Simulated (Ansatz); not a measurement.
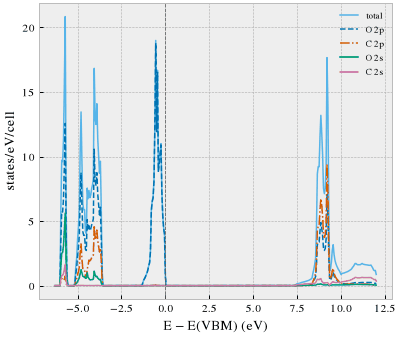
Total and projected density of states of CO₂ in space group P4_2/mnm (No. 136; C on 2a, O on 4f), the program Ansatz at the r²SCAN+D4 level (PAW)

**Question.** Which orbitals carry the states next to the gap?

**Answer.** Top 1 eV of the valence band: O 2p 99 %. Bottom 1 eV of the conduction band: C 2s 40 %, O 2p 12 %, O 2s 8 %, C 2p 6 %, outside the projected shells 33 %. Projections are on Löwdin-orthogonalised atomic valence shells; empty p or d shells of many metals are not among them.

**Question.** Where is the tallest occupied peak in this window, and what makes it?

**Answer.** Near -5.7 eV, about 21 states/eV per cell; the largest projected share is O 2p.

The workflow started from a Materials Project entry (that database holds measured and hypothetical structures alike); the Crystallography Open Database copy checked does not list it. COD files the formula under space group No. 122, 205. The cell was relaxed with r²SCAN+D4 under the symmetry of its start; whether a distortion lowers the energy is not shown. The substance is a gas or liquid at ambient conditions.

Potentials: the later of the program's two PAW sets.
